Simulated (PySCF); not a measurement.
**S₃: singlet, from a equilateral triangle start**

Aim: relax S₃ as a singlet from a equilateral triangle start, check by its vibrations whether the end is a minimum, and collect its spectrum and constants.

Computed with PySCF 2.14.0. Level: PBE, basis S def2-TZVP, no relativity, density fitting.

### 1 The starting structure

3 atoms, charge 0, spin multiplicity 1.

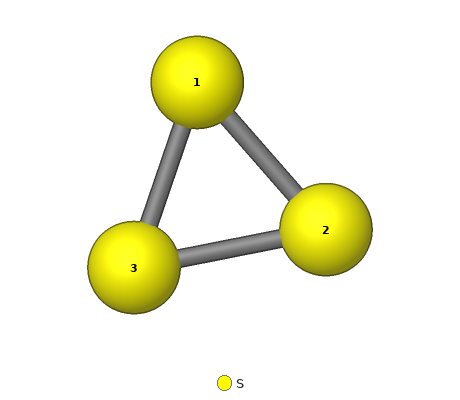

Start geometry, drawn with sulfur yellow; atoms are numbered from 1 in the order of the file.

```xyz
3
charge 0 multiplicity 1
S     0.5947   -1.0300    0.0000
S    -1.1893    0.0000    0.0000
S     0.5947    1.0300    0.0000
```

### 2 The SCF at the typed geometry

The steps below are one call of a driver around PySCF. For each, scf.py gives the equivalent set-up of the SCF; relaxations use the driver's own optimiser. After this first run the driver tries any further starts and a stability analysis.

File scf.py:

```python
from pyscf import gto, scf, dft
mol = gto.M(atom='''
S      0.594670    -1.029990     0.000000
S     -1.189340    -0.000000     0.000000
S      0.594670     1.030000     0.000000''',
    basis={'S': 'def2-TZVP'},
    charge=0, spin=0)
mf = dft.RKS(mol, xc='PBE')
mf.grids.atom_grid = (50, 194)
aux = {'S': 'def2-universal-JKFIT'}
mf = mf.density_fit(auxbasis=aux)
mf.conv_tol = 1e-08
mf.diis_space = 10
mf.max_cycle = 60
mf.init_guess = 'minao'
mf.verbose = 4
mf.kernel()
```

Command:

```bash
$ OMP_NUM_THREADS=2 python axn.py task.json out
```

Standard output:

```text
init E= -1194.54714450528
  HOMO = -0.234685908511741  LUMO = -0.133848252309519  gap/eV = 2.74393
cycle= 1 E= -1194.08667888275  delta_E= 0.46  |g|= 0.19  |ddm|= 1.98
  HOMO = -0.187232431967266  LUMO = -0.113291793109454  gap/eV = 2.01203
cycle= 2 E= -1194.08694703339  delta_E= -0.000268  |g|= 0.142  |ddm|= 0.272
  HOMO = -0.206627663102262  LUMO = -0.125540451698779  gap/eV = 2.20650
cycle= 3 E= -1194.09106096139  delta_E= -0.00411  |g|= 0.0782  |ddm|= 0.179
  HOMO = -0.202669763254785  LUMO = -0.122103986441385  gap/eV = 2.19231
cycle= 4 E= -1194.09258447375  delta_E= -0.00152  |g|= 0.00135  |ddm|= 0.0575
  HOMO = -0.202838797758095  LUMO = -0.122137552718772  gap/eV = 2.19599
cycle= 5 E= -1194.09258488234  delta_E= -4.09e-07  |g|= 0.000132  |ddm|= 0.00104
  HOMO = -0.202828772776124  LUMO = -0.122139529213324  gap/eV = 2.19567
cycle= 6 E= -1194.09258488353  delta_E= -1.19e-09  |g|= 7.98e-05  |ddm|= 0.000126
  HOMO = -0.20282687412104  LUMO = -0.122142934754791  gap/eV = 2.19552
Extra cycle  E= -1194.09258487109  delta_E= 1.24e-08  |g|= 0.000214  |ddm|= 0.000249
converged SCF energy = -1194.09258487109
```

This step, with its further starts and checks, ran for 11 s (2 threads of Arm Neoverse V2, shared host).

Energies from each starting density:

```
                      start   energy (Eh)
    the minimal-basis guess  -1194.092585
a thermally smeared density  -1194.092585
      a smeared PBE density  -1194.092585
```

The test of internal stability and the other starts found no lower closed-shell solution.

### 3 Equilateral triangle start, singlet: relaxation

The program finds D3h symmetry in the start, which this walk keeps.

scf.py, as its differences from that of step 2:

```diff
@@ -3,3 +3,3 @@
-S      0.594670    -1.029990     0.000000
-S     -1.189340    -0.000000     0.000000
-S      0.594670     1.030000     0.000000''',
+S      0.594670    -1.029996     0.000000
+S     -1.189338    -0.000002     0.000000
+S      0.594668     1.029998     0.000000''',
@@ -15 +14,0 @@
-mf.init_guess = 'minao'
```

The optimiser's trace:

```
step   energy (Eh)  change (kJ/mol)  largest symmetric gradient (Eh/bohr)
   0  -1194.092585             0.00                               0.01448
   1  -1194.093229            -1.69                               0.00232
   2  -1194.093248            -1.74                               0.00014
   3  -1194.093248            -1.74                               0.00000
```

The walk took 4.3 s.

It settles in D3h symmetry, 1.7 kJ/mol below the start, after 3 steps: S–S 2.089 Å (×3); S–S–S 60.0° (×3).

### 4 Vibrations and properties at this point

On the finer grid the gradient is checked again; gradients at displacements of ±0.02 bohr then give force constants and infrared intensities.

scf.py, as its differences from that of step 3:

```diff
@@ -3,3 +3,3 @@
-S      0.594670    -1.029996     0.000000
-S     -1.189338    -0.000002     0.000000
-S      0.594668     1.029998     0.000000''',
+S      0.602912    -1.044271     0.000000
+S     -1.205822    -0.000002     0.000000
+S      0.602909     1.044273     0.000000''',
@@ -9 +9 @@
-mf.grids.atom_grid = (50, 194)
+mf.grids.atom_grid = (75, 302)
@@ -12 +12 @@
-mf.conv_tol = 1e-08
+mf.conv_tol = 1e-10
```

This SCF starts from the last density.

SCF at the final geometry:

```text
init E= -1194.09329329008
  HOMO = -0.204180007262057  LUMO = -0.127602546313881  gap/eV = 2.08378
cycle= 1 E= -1194.09329328887  delta_E= 1.21e-09  |g|= 6.61e-05  |ddm|= 7.6e-05
  HOMO = -0.204175867322667  LUMO = -0.127602994205333  gap/eV = 2.08365
cycle= 2 E= -1194.09329327942  delta_E= 9.45e-09  |g|= 0.000185  |ddm|= 0.000212
  HOMO = -0.204182831635322  LUMO = -0.127602813538758  gap/eV = 2.08385
cycle= 3 E= -1194.09329329026  delta_E= -1.08e-08  |g|= 1.64e-06  |ddm|= 0.000156
  HOMO = -0.204182719089028  LUMO = -0.127602726357107  gap/eV = 2.08385
cycle= 4 E= -1194.09329329026  delta_E= -2.5e-12  |g|= 6.32e-08  |ddm|= 1.32e-06
  HOMO = -0.204182724913379  LUMO = -0.127602725916773  gap/eV = 2.08385
Extra cycle  E= -1194.09329329026  delta_E= 1.59e-12  |g|= 8e-08  |ddm|= 1.17e-07
converged SCF energy = -1194.09329329026
```

The whole step took 11 s.

Geometry: D3h; S–S 2.089 Å (×3); S–S–S 60.0° (×3).

Modes, for the most abundant isotopes:

```csv
symmetry,ω (cm⁻¹),IR (km/mol),μ (u)
e',463,0.5,31.97
a1',601,0.0,31.97
```

All wavenumbers are real: a minimum.

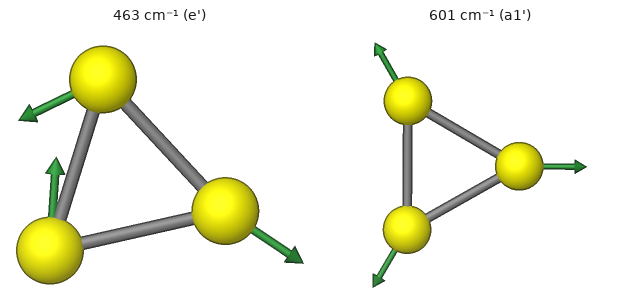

Displacements of 2 of the modes, as arrows (one member where a mode is degenerate).

Properties at this point:

| Quantity | Value |
| --- | --- |
| Dipole moment | 0.00 D |
| Highest occupied level | -5.56 eV |
| Lowest empty level | -3.47 eV |
| Rotational constants | 0.2418, 0.2418, 0.1209 cm⁻¹ |
| Zero-point energy | 9.1 kJ/mol |
| Principal polarisabilities | 30.7, 57.0, 57.0 bohr³ |
| Atomisation energy without zero-point energy | 730 kJ/mol |
| Principal traceless quadrupole moments about the centre of mass | -6.48, 3.24, 3.24 D Å |
| Entropy at 298.15 K and 1 bar | 263.4 J/(mol K) |
| Heat capacity Cp at 298.15 K | 48.7 J/(mol K) |
| Enthalpy at 298.15 K above 0 K | 11.66 kJ/mol |
| Rotational symmetry number | 6 |

Populations by atom (charges in e):

```
atom  Mulliken  Löwdin  polar tensor  Mayer order to S1
  S1      0.00    0.00          0.00                  –
S2,3      0.00    0.00          0.00               1.12
```

Outer orbital energies (eV). occupied: -16.29, -16.29, -10.55, -9.34, -9.33, -9.33, -5.56, -5.56; empty: -3.47, -2.58, -2.58, 2.79.

Mulliken populations on S1: s 5.90, p 9.92, d 0.16, f 0.02.

### 5 Stability of the closed shell

At the lowest minimum the closed shell is tested against spin polarisation, on the (50, 194) grid. It is stable.

### 6 Outcome

| quantity | value |
| --- | --- |
| minimum | singlet, D3h |
| geometry | S–S 2.089 Å (×3); S–S–S 60.0° (×3) |
| wavenumbers (cm⁻¹) | 463 (e'), 601 (a1') |
| dipole moment | 0.00 D |
| highest occupied, lowest empty level | -5.56, -3.47 eV |
| polar-tensor charge of S1 | +0.00 e |
| zero-point energy | 9.1 kJ/mol |
| entropy at 298.15 K | 263.4 J/(mol K) |
| atomisation energy (no zero-point energy) | 730 kJ/mol |

**Reading.** The molecule stays D3h, as typed, and the end point is a minimum. Only this shape and spin were tried, so other structures or states may lie lower.

The search up to here ran for 27 s (2 threads of Arm Neoverse V2, shared host).
